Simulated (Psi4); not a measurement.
# PBE0/def2-TZVPPD run of BCl (SMILES [B]Cl)

What is the vertical ionisation energy of BCl at PBE0/def2-TZVPPD? 

The calculation is run with Psi4 1.11.

### 1 The system as given

BCl: 2 atoms, total charge 0, spin state singlet. SMILES: `[B]Cl`. The shape is that of a PBE0-D4/def2-TZVP optimisation.

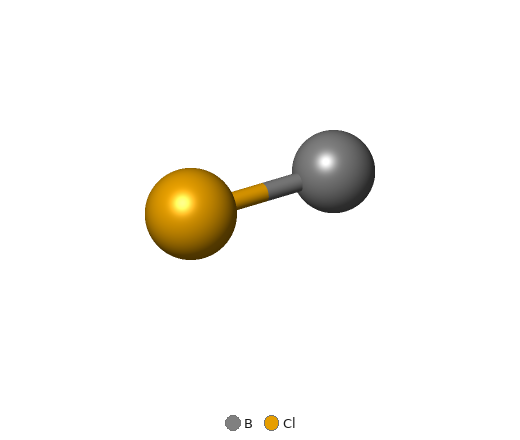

Viewed from a chosen angle; boron grey, chlorine amber.

### 2 Energy and gradient at PBE0/def2-TZVPPD

bcl.in

```
memory 2200 MB

molecule {
  B      0.000000     0.000000    -0.069660
  Cl     0.000000     0.000000     1.648190
  symmetry c1
  no_reorient
  no_com
}

set globals {
  basis                def2-TZVPPD
  puream               true
  e_convergence        1e-09
  d_convergence        1e-08
  scf_type             pk
  dft_radial_points    99
  dft_spherical_points 590
}

result, w = gradient('pbe0', return_wfn=True)
oeprop(w, 'WIBERG_LOWDIN_INDICES', 'QUADRUPOLE', 'DIPOLE', title='PBE0')
print_variables()
```

Started as:

```
$ psi4 -i bcl.in -o bcl.out -n 1
```

bcl.out:

```text
[...]
  Running in c1 symmetry.
[...]
  Nuclear repulsion =   26.183929276100940
[...]
  Multiplicity = 1
[...]
  Nalpha       = 11
  Nbeta        = 11
[...]
    Number of basis functions: 88
[...]
   @RKS iter   1:  -484.78083682315480   -2.72270e-01   3.22485e-03 DIIS/ADIIS
[...]
   @RKS iter   9:  -484.81189628380019   -2.50111e-12   3.31229e-09 DIIS
[...]
    Orbital Energies [Eh]
    ---------------------
    Doubly Occupied:
       1A   -101.754510     2A     -9.582576     3A     -7.312512
       4A     -7.310121     5A     -7.310121     6A     -6.895585
       7A     -0.912230     8A     -0.528430     9A     -0.406982
      10A     -0.406982    11A     -0.274873
[...]
  @RKS Final Energy:  -484.81189628380019
   => Energetics <=
    Nuclear Repulsion Energy =             26.1839292761009403
    One-Electron Energy =                -719.4809566834439920
    Two-Electron Energy =                 232.6641883535511681
    DFT Exchange-Correlation Energy =     -24.1790572300082793
    Empirical Dispersion Energy =           0.0000000000000000
    VV10 Nonlocal Energy =                  0.0000000000000000
    Total Energy =                       -484.8118962838001949
[...]
  -Total Gradient:
     Atom            X                  Y                   Z
    ------   -----------------  -----------------  -----------------
       1        0.000000000001     0.000000000013     0.000106473532
       2       -0.000000000001    -0.000000000013    -0.000104821537
[...]
 Multipole Moments:
 ------------------------------------------------------------------------------------
     Multipole            Electronic (a.u.)      Nuclear  (a.u.)        Total (a.u.)
 ------------------------------------------------------------------------------------
 L = 1.  Multiply by 2.5417464519 to convert [e a0] to [Debye]
 Dipole X            :          0.0000000            0.0000000            0.0000000
 Dipole Y            :          0.0000000            0.0000000            0.0000000
 Dipole Z            :        -51.6606142           52.2904793            0.6298652
 Magnitude           :                                                    0.6298652
 L = 2.  Multiply by 1.3450342976 to convert [e a0^2] to [Debye ang]
 Quadrupole XX       :        -13.7540541            0.0000000          -13.7540541
 Quadrupole XY       :         -0.0000000            0.0000000           -0.0000000
[...]
```

It took 20 s on 1 thread of Intel Xeon at 2.50GHz (Skylake/Cascade Lake), shared host; peak memory 0.58 GiB.

### 3 The doublet cation: the energy at UPBE0/def2-TZVPPD

bcl.in

```
memory 2200 MB

molecule mol {
  1 2
  B      0.000000     0.000000    -0.069660
  Cl     0.000000     0.000000     1.648190
  units angstrom
  symmetry c1
}

set {
  basis                def2-TZVPPD
  reference            uks
  puream               true
  e_convergence        1e-09
  d_convergence        1e-08
  scf_type             pk
  dft_radial_points    99
  dft_spherical_points 590
  maxiter              100
}

result, w = energy('pbe0', return_wfn=True)
```

Started as:

```
$ psi4 -n 1 bcl.in bcl.out
```

bcl.out:

```text
[...]
  Running in c1 symmetry.
[...]
  Nuclear repulsion =   26.183929276100940
[...]
  Multiplicity = 2
[...]
  Nalpha       = 11
  Nbeta        = 10
[...]
    Number of basis functions: 88
[...]
   @UKS iter   1:  -484.42845811291522    8.01103e-02   2.57389e-03 ADIIS/DIIS
[...]
   @UKS iter  11:  -484.44700034177873   -3.29692e-12   3.23862e-09 DIIS
[...]
   @S^2 Observed:                7.586995706E-01
[...]
    Orbital Energies [Eh]
    ---------------------
    Alpha Occupied:
       1A   -102.055044     2A     -9.876909     3A     -7.610527
       4A     -7.603356     5A     -7.603356     6A     -7.292185
       7A     -1.190201     8A     -0.817907     9A     -0.672289
      10A     -0.672289    11A     -0.652233
    Alpha Virtual:
      12A     -0.386206    13A     -0.386206    14A     -0.189989
      15A     -0.155841    16A     -0.102342    17A     -0.102342
      18A     -0.093801    19A     -0.081888    20A     -0.081888
      21A     -0.080275    22A     -0.031638    23A     -0.031638
      24A      0.010138    25A      0.010138    26A      0.023904
[...]
  @UKS Final Energy:  -484.44700034177873
   => Energetics <=
    Nuclear Repulsion Energy =             26.1839292761009403
    One-Electron Energy =                -712.9095596717083936
    Two-Electron Energy =                 226.2348528278745903
    DFT Exchange-Correlation Energy =     -23.9562227740457807
    Empirical Dispersion Energy =           0.0000000000000000
    VV10 Nonlocal Energy =                  0.0000000000000000
    Total Energy =                       -484.4470003417786756
[...]
 Multipole Moments:
 ------------------------------------------------------------------------------------
     Multipole            Electronic (a.u.)      Nuclear  (a.u.)        Total (a.u.)
 ------------------------------------------------------------------------------------
 L = 1.  Multiply by 2.5417464519 to convert [e a0] to [Debye]
 Dipole X            :          0.0000000            0.0000000            0.0000000
 Dipole Y            :         -0.0000000            0.0000000           -0.0000000
 Dipole Z            :         -2.1986265            0.8694190           -1.3292075
 Magnitude           :                                                    1.3292075
[...]
```

Wall time 18 s (1 thread of Intel Xeon at 2.50GHz (Skylake/Cascade Lake), shared host); peak memory 0.58 GiB.

### 4 Results

Level: PBE0/def2-TZVPPD.

| quantity | value |
| --- | --- |
| singlet BCl: total energy | -484.81190 Eh |
| singlet BCl: dipole moment | 1.60 D |
| singlet BCl: HOMO energy | -7.48 eV |
| singlet BCl: LUMO energy | -1.94 eV |
| singlet BCl: HOMO–LUMO gap | 5.54 eV |
| singlet BCl: largest force on an atom | 0.005 eV/Å |
| doublet cation: total energy | -484.44700 Eh |
| doublet cation: HOMO energy (highest over α and β) | -17.75 eV |
| doublet cation: LUMO energy (lowest over α and β) | -12.11 eV |
| doublet cation: ⟨S²⟩ | 0.759 |
| vertical ionisation energy (to the doublet cation) | 9.929 eV |

Removing an electron at fixed nuclei costs 9.93 eV (958 kJ/mol). The negative HOMO energy of the first species, 7.48 eV, lies 2.45 eV below that difference.
